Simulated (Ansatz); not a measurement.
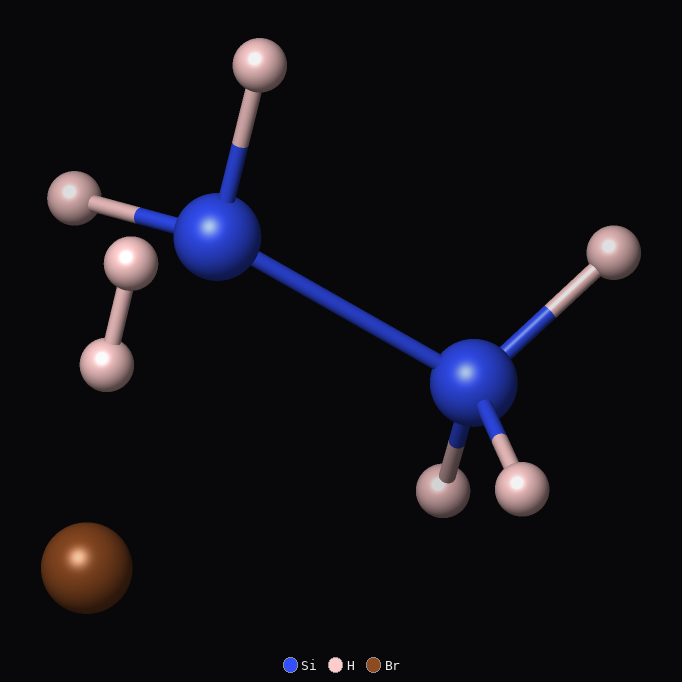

The picture shows the input geometry.

Ansatz 0.2.0 input:

```yaml
crystal:
  periodic: [false, false, false]
  atoms:
    - {symbol: Si, position_ang: [-0.648572, -0.566148, -0.347962]}
    - {symbol: H, position_ang: [0.238669, -1.090289, -1.744483]}
    - {symbol: H, position_ang: [-0.614649, -2.056609, -0.152941]}
    - {symbol: H, position_ang: [-2.035695, -0.266460, -0.748666]}
    - {symbol: Si, position_ang: [0.510966, 0.478963, 1.380707]}
    - {symbol: H, position_ang: [0.260819, -0.237352, -1.880166]}
    - {symbol: Br, position_ang: [0.026974, 1.716704, -1.694708]}
    - {symbol: H, position_ang: [0.434262, -0.369899, 2.604008]}
    - {symbol: H, position_ang: [-0.098375, 1.803492, 1.631978]}
    - {symbol: H, position_ang: [1.925602, 0.587697, 0.952233]}
basis:
  gaussian: {orbitals: def2-TZVPP}
correlation: {method: ccsd_t}
```

It was started with:

```sh
ansatz run in.yaml --threads 4 --pin off --events-out ev --progress --plain --max-ram 9574MiB
```

Result:

```
Functional definition: HF
  name "HF"
  cite "Fock, Z. Phys. 61, 126 (1930) doi:10.1007/BF01340294"
  parent pbe
  exchange = exact_x
  correlation = 0
1332 factors; integrals over basis functions are off by at most 9.0e-4 eV
mean field evaluation 1: about -85830.3763 eV, gradient 2.0e1 eV
mean field evaluation 2: about -85830.5845 eV, gradient 2.0e1 eV
mean field evaluation 4: about -85832.6070 eV, gradient 3.4e0 eV
mean field evaluation 8: about -85832.6478 eV, gradient 1.7e-1 eV
mean field evaluation 16: about -85832.6480 eV, gradient 2.5e-6 eV
mean field -85832.64803482 eV, -3154.2916358212 hartree, gradient 2.5e-6 eV, S^2 0.000000; 0 other end points of the search recorded, 0 dependent functions left out
19 core orbitals not correlated: weight in the atoms' cores, before any rotation towards them, 1.000 or more for the frozen orbitals, at most 0.000 for the correlated occupied ones
reference -85832.64803482 eV, -3154.2916358212 hartree; 16, 16 occupied and 195, 195 virtual orbitals, 1332 factors
second order -15.67050122 eV of doubles, -0.00000000 eV of singles
cycle   1  -16.52956804 eV  change   -8.6e-1 eV  update   9.5e-2
cycle   2  -17.03504215 eV  change   -5.1e-1 eV  update   2.9e-2
cycle   3  -17.10612804 eV  change   -7.1e-2 eV  update   1.5e-2
cycle   4  -17.09172145 eV  change    1.4e-2 eV  update   4.4e-3
cycle   5  -17.09148232 eV  change    2.4e-4 eV  update   2.1e-3
cycle   6  -17.09168807 eV  change   -2.1e-4 eV  update   7.3e-4
cycle   7  -17.09144764 eV  change    2.4e-4 eV  update   3.2e-4
cycle   8  -17.09161803 eV  change   -1.7e-4 eV  update   1.2e-4
cycle   9  -17.09167506 eV  change   -5.7e-5 eV  update   3.7e-5
cycle  10  -17.09164347 eV  change    3.2e-5 eV  update   1.5e-5
perturbative correction -0.59850492 eV, -0.0219946501 hartree
Total energy: -85850.33818321 eV, -3154.9417367837 hartree
```
